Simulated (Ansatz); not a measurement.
CH5AlO2S: geometry relaxation (part 2 of 2)

Continued. System: CH5AlO2S. Method: RKS PBE-D4/def2-SVP (Ansatz 0.2.0). The geometry: force-field start.

Geometry of the input (Å):
```
C  -0.4686  0.3954  1.6171
O  0.7225  0.1508  1.0189
Al 0.4469  -0.3273  -0.7674
O  0.2749  -2.0764  -1.1984
S  0.4871  1.2523  -2.3876
H  -0.3502  0.7420  2.6627
H  -0.9847  1.3034  1.1058
H  -1.1420  -0.4364  1.5955
H  -0.7777  -2.1833  -1.1034
H  1.8748  1.1284  -2.5403
```

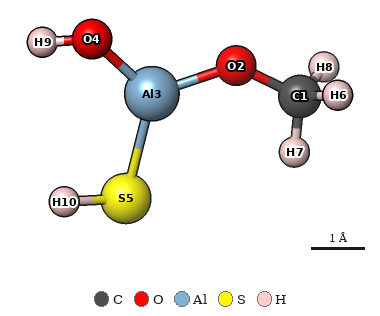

The geometry at step 13 of the log (ball-and-stick view, seen at a tilt; atoms are numbered from 1 in the order of the input).

## Trajectory as extended XYZ, continued
```
10
Properties=species:S:1:pos:R:3:forces:R:3 step=6 energy=-22624.65963
C    -0.5126    0.5749    1.6951    0.2723  -0.0679   0.0445
O     0.3902   -0.1424    0.8799   -0.2808   0.0507   0.0227
Al    0.3639   -0.4619   -0.8048   -0.0784  -0.0739   0.0784
O     0.3440   -2.1099   -1.2673   -0.3018  -0.1872  -0.0969
S     0.4021    1.2096   -2.2524    0.0054   0.0177  -0.0241
H     0.0013    0.9056    2.6293   -0.0801  -0.0266  -0.1004
H    -0.9205    1.4869    1.1972    0.0163   0.0120   0.0159
H    -1.3772   -0.0652    1.9982    0.0584   0.0686   0.0073
H    -0.3706   -2.5533   -1.7629    0.3995   0.2050   0.0680
H     1.7623    1.1046   -2.3095   -0.0109   0.0016  -0.0154
10
Properties=species:S:1:pos:R:3:forces:R:3 step=7 energy=-22624.69932
C    -0.5121    0.6026    1.7193    0.2001  -0.1340  -0.1562
O     0.3074   -0.1992    0.8904   -0.2900   0.1462   0.1060
Al    0.3178   -0.4965   -0.7970   -0.0092   0.0246   0.0852
O     0.3533   -2.1426   -1.2595   -0.8661  -0.6777  -0.7663
S     0.3725    1.1894   -2.2341    0.0002   0.0086  -0.0109
H     0.0471    0.9237    2.6292   -0.0207  -0.0558  -0.0891
H    -0.8762    1.5284    1.2084    0.0349  -0.0553   0.0434
H    -1.4047    0.0229    2.0596    0.0588   0.1021   0.0208
H    -0.2567   -2.5750   -1.9194    0.9462   0.6636   0.7648
H     1.7347    1.0952   -2.2940   -0.0544  -0.0224   0.0022
10
Properties=species:S:1:pos:R:3:forces:R:3 step=8 energy=-22624.77759
C    -0.5216    0.6206    1.7436    0.1249  -0.0574  -0.0702
O     0.1974   -0.2538    0.9053   -0.2218   0.0879   0.0819
Al    0.2845   -0.5134   -0.7808   -0.0183   0.1127   0.0600
O     0.4118   -2.1454   -1.2720   -0.3975  -0.4010  -0.4064
S     0.3241    1.1807   -2.2070    0.1006  -0.0067   0.0369
H     0.0774    0.8774    2.6476   -0.0030  -0.0383  -0.0614
H    -0.7971    1.5819    1.2447    0.0263  -0.0480   0.0155
H    -1.4636    0.1371    2.0979    0.0480   0.0579  -0.0017
H    -0.1009   -2.5097   -2.0265    0.4694   0.2793   0.3869
H     1.6712    0.9734   -2.3500   -0.1286   0.0136  -0.0415
10
Properties=species:S:1:pos:R:3:forces:R:3 step=9 energy=-22624.83313
C    -0.5255    0.6320    1.7425    0.0746  -0.0270  -0.0474
O     0.0807   -0.3464    0.9343   -0.1718   0.0506   0.0791
Al    0.2625   -0.5413   -0.7505   -0.0007  -0.0562  -0.0263
O     0.4707   -2.1552   -1.2907   -0.2452  -0.1568  -0.2498
S     0.2847    1.2092   -2.1014    0.1276  -0.0038   0.0166
H     0.1021    0.8444    2.6364    0.0366   0.0023  -0.0174
H    -0.6914    1.5997    1.2085    0.0067  -0.0426   0.0530
H    -1.5114    0.2710    2.1187    0.0100   0.0415  -0.0268
H     0.0200   -2.4844   -2.0936    0.3095   0.1728   0.2621
H     1.5905    0.9199   -2.4014   -0.1475   0.0192  -0.0431
10
Properties=species:S:1:pos:R:3:forces:R:3 step=10 energy=-22624.86258
C    -0.5381    0.6425    1.7574   -0.0381  -0.3550   0.2398
O    -0.0673   -0.4303    0.9642   -0.1439   0.3564  -0.0040
Al    0.2430   -0.5716   -0.7153   -0.0028  -0.0156   0.1240
O     0.5094   -2.1679   -1.2863   -0.2682  -0.1497  -0.5739
S     0.2884    1.2432   -1.9798    0.8381  -0.2676  -0.3527
H     0.1377    0.8067    2.6393   -0.2323  -0.1231  -0.2010
H    -0.6075    1.6166    1.2246    0.0627   0.0344  -0.1731
H    -1.5693    0.4044    2.1372    0.3398   0.0944   0.0067
H     0.1809   -2.4412   -2.1726    0.3181   0.2017   0.5726
H     1.5060    0.8465   -2.5658   -0.8735   0.2240   0.3615
10
Properties=species:S:1:pos:R:3:forces:R:3 step=11 energy=-22624.92336
C    -0.5553    0.6643    1.7885    0.0105  -0.0633   0.0206
O    -0.1902   -0.4077    0.9602    0.0220  -0.2089  -0.1968
Al    0.2195   -0.5939   -0.6908   -0.0553   0.1454  -0.0932
O     0.5351   -2.1505   -1.3411   -0.0839   0.0051   0.0596
S     0.3291    1.2434   -1.9276    0.1629  -0.1625   0.0212
H     0.1324    0.7392    2.6635   -0.0368  -0.0310  -0.0432
H    -0.5352    1.6477    1.2661    0.0040   0.0612  -0.0206
H    -1.5865    0.5134    2.1867    0.0612   0.0206  -0.0085
H     0.3612   -2.4277   -2.2580    0.0728   0.1705   0.2492
H     1.3729    0.7207   -2.6447   -0.1574   0.0630   0.0117
10
Properties=species:S:1:pos:R:3:forces:R:3 step=12 energy=-22624.93498
C    -0.5615    0.6550    1.7912   -0.0120  -0.0048   0.0435
O    -0.2784   -0.4368    0.9575    0.0021  -0.0973  -0.2020
Al    0.1859   -0.6010   -0.6781    0.1951  -0.0057  -0.1935
O     0.5397   -2.1632   -1.2883   -0.1058  -0.0368   0.0171
S     0.3732    1.2288   -1.9062   -0.0089   0.1500   0.0164
H     0.1321    0.6712    2.6631   -0.0212  -0.0063  -0.0079
H    -0.4701    1.6382    1.2739    0.0004   0.0355   0.0109
H    -1.5986    0.5782    2.1922    0.0331   0.0195  -0.0020
H     0.4306   -2.4197   -2.2196    0.0542   0.0970   0.1683
H     1.3301    0.7981   -2.7828   -0.1370  -0.1510   0.1493
10
Properties=species:S:1:pos:R:3:forces:R:3 step=13 energy=-22624.96904
C    -0.5621    0.6500    1.7956   -0.0166  -0.0368  -0.0026
O    -0.3157   -0.4273    0.9310   -0.0154   0.0096   0.0269
Al    0.1945   -0.5659   -0.6866    0.0380   0.1437  -0.0905
O     0.5468   -2.1334   -1.2684   -0.0312  -0.0898  -0.0577
S     0.3987    1.2673   -1.9018    0.0512  -0.0844  -0.0107
H     0.0922    0.5860    2.6940    0.0058   0.0022   0.0155
H    -0.3846    1.6455    1.3234   -0.0121   0.0056   0.0168
H    -1.6171    0.6276    2.1534    0.0177   0.0238  -0.0054
H     0.5321   -2.3547   -2.2125    0.0393  -0.0062   0.0484
H     1.1982    0.6539   -2.8254   -0.0768   0.0323   0.0592
10
Properties=species:S:1:pos:R:3:forces:R:3 step=14 energy=-22624.97640
C    -0.5583    0.6508    1.8030   -0.0092  -0.0363   0.0148
O    -0.2839   -0.4150    0.9343   -0.0149   0.0225  -0.0168
Al    0.2010   -0.5562   -0.6926   -0.0155  -0.0667   0.0346
O     0.4492   -2.1468   -1.2754    0.0129   0.0425   0.0338
S     0.4499    1.2767   -1.8792    0.0410   0.0356  -0.0443
H     0.0511    0.5632    2.7306    0.0087  -0.0007   0.0074
H    -0.3480    1.6533    1.3609    0.0075   0.0092  -0.0108
H    -1.6286    0.6414    2.1116   -0.0031   0.0035  -0.0006
H     0.6503   -2.3503   -2.2003    0.0023  -0.0195  -0.0236
H     1.1002    0.6319   -2.8898   -0.0295   0.0099   0.0055
10
Properties=species:S:1:pos:R:3:forces:R:3 step=15 energy=-22624.97804
C    -0.5688    0.6453    1.8134   -0.0110   0.0349   0.0293
O    -0.3067   -0.3835    0.9026    0.0083  -0.0047  -0.0222
Al    0.2177   -0.5260   -0.7096   -0.0009   0.0001  -0.0039
O     0.4611   -2.1250   -1.2599   -0.0153   0.0029   0.0409
S     0.5319    1.3055   -1.8941   -0.0165  -0.0314   0.0477
H     0.0504    0.5231    2.7315   -0.0075  -0.0040  -0.0011
H    -0.3616    1.6649    1.4088    0.0032  -0.0040  -0.0074
H    -1.6366    0.6277    2.1312    0.0073  -0.0040   0.0042
H     0.6556   -2.4066   -2.1639    0.0173   0.0250  -0.0459
H     1.0399    0.6237   -2.9570    0.0152  -0.0147  -0.0416
10
Properties=species:S:1:pos:R:3:forces:R:3 step=16 energy=-22624.97770 accepted=F
C    -0.5670    0.6486    1.8155    0.0016   0.0189   0.0106
O    -0.3028   -0.3921    0.9167    0.0046   0.0051  -0.0151
Al    0.2145   -0.5360   -0.6984   -0.0103  -0.0244  -0.0113
O     0.4491   -2.1306   -1.2683    0.0982  -0.1253  -0.3545
S     0.5204    1.2903   -1.8874    0.0288  -0.0103  -0.0417
H     0.0376    0.5266    2.7433   -0.0040  -0.0007  -0.0087
H    -0.3415    1.6615    1.4031   -0.0051  -0.0126   0.0090
H    -1.6391    0.6452    2.1193    0.0074  -0.0009  -0.0041
H     0.6822   -2.3784   -2.1829   -0.0949   0.1294   0.3726
H     1.0296    0.6137   -2.9579   -0.0262   0.0209   0.0433
10
Properties=species:S:1:pos:R:3:forces:R:3 step=17 energy=-22624.97910
C    -0.5687    0.6466    1.8142   -0.0059   0.0226   0.0190
O    -0.3058   -0.3863    0.9074    0.0039  -0.0016  -0.0112
Al    0.2166   -0.5305   -0.7052   -0.0007  -0.0043  -0.0034
O     0.4540   -2.1281   -1.2639   -0.0093  -0.0034   0.0227
S     0.5357    1.2988   -1.8895   -0.0061  -0.0180   0.0233
H     0.0468    0.5255    2.7349   -0.0044  -0.0028  -0.0030
H    -0.3569    1.6636    1.4058    0.0008  -0.0013  -0.0014
H    -1.6375    0.6326    2.1287    0.0049  -0.0029   0.0008
H     0.6683   -2.3902   -2.1699    0.0111   0.0186  -0.0257
H     1.0304    0.6169   -2.9597    0.0058  -0.0070  -0.0211
10
Properties=species:S:1:pos:R:3:forces:R:3 step=18 energy=-22624.97923
C    -0.5698    0.6495    1.8171    0.0002  -0.0094   0.0077
O    -0.3042   -0.3866    0.9134    0.0034   0.0099   0.0056
Al    0.2199   -0.5363   -0.6980   -0.0131  -0.0016   0.0107
O     0.4319   -2.1333   -1.2733    0.0630  -0.0504  -0.1968
S     0.5656    1.2895   -1.8769    0.0377  -0.0579  -0.0900
H     0.0361    0.5243    2.7435   -0.0037   0.0021  -0.0056
H    -0.3480    1.6649    1.4100   -0.0002  -0.0038  -0.0029
H    -1.6414    0.6415    2.1217    0.0027  -0.0002  -0.0010
H     0.7067   -2.3589   -2.1784   -0.0605   0.0512   0.1959
H     0.9864    0.5943   -2.9761   -0.0295   0.0601   0.0764
10
Properties=species:S:1:pos:R:3:forces:R:3 step=19 energy=-22624.97937
C    -0.5702    0.6487    1.8191   -0.0032   0.0047   0.0056
O    -0.3048   -0.3899    0.9182    0.0010   0.0115  -0.0183
Al    0.2122   -0.5387   -0.6959    0.0304  -0.0323  -0.0256
O     0.4414   -2.1336   -1.2700   -0.0135  -0.0045   0.0142
S     0.5584    1.2807   -1.8850    0.0011   0.0344  -0.0175
H     0.0400    0.5295    2.7433   -0.0016  -0.0005  -0.0036
H    -0.3533    1.6628    1.4062   -0.0013  -0.0016   0.0043
H    -1.6405    0.6384    2.1280    0.0018  -0.0001   0.0005
H     0.6916   -2.3571   -2.1782    0.0025   0.0003  -0.0037
H     1.0083    0.6081   -2.9829   -0.0172  -0.0118   0.0439
10
Properties=species:S:1:pos:R:3:forces:R:3 step=20 energy=-22624.97998
C    -0.5707    0.6492    1.8180   -0.0004   0.0007   0.0016
O    -0.3018   -0.3845    0.9130   -0.0021  -0.0003   0.0072
Al    0.2189   -0.5373   -0.6985    0.0048   0.0204  -0.0142
O     0.4325   -2.1340   -1.2727    0.0005  -0.0055  -0.0042
S     0.5686    1.2874   -1.8816   -0.0015  -0.0122   0.0084
H     0.0413    0.5297    2.7410    0.0004  -0.0005  -0.0006
H    -0.3593    1.6658    1.4087   -0.0007   0.0007   0.0004
H    -1.6404    0.6327    2.1287    0.0001  -0.0012  -0.0008
H     0.6962   -2.3599   -2.1766   -0.0004  -0.0004   0.0024
H     0.9976    0.5999   -2.9771   -0.0008  -0.0017   0.0000
```

## Summary

- outcome: converged
- total energy: −22624.9800 eV
- mean-field energy: −22624.7833 eV
- dispersion energy: −0.1967 eV
- SCF solution under orbital rotations: stable
- largest force (length of the vector) at the end: 0.025 eV/Å
- dipole moment: 1.48 D
- hardware: 4 threads of Arm Neoverse V1, 23 GiB of memory available, shared host
- wall time: 24 s (CPU time 86 s)
- peak memory: 0.16 GiB
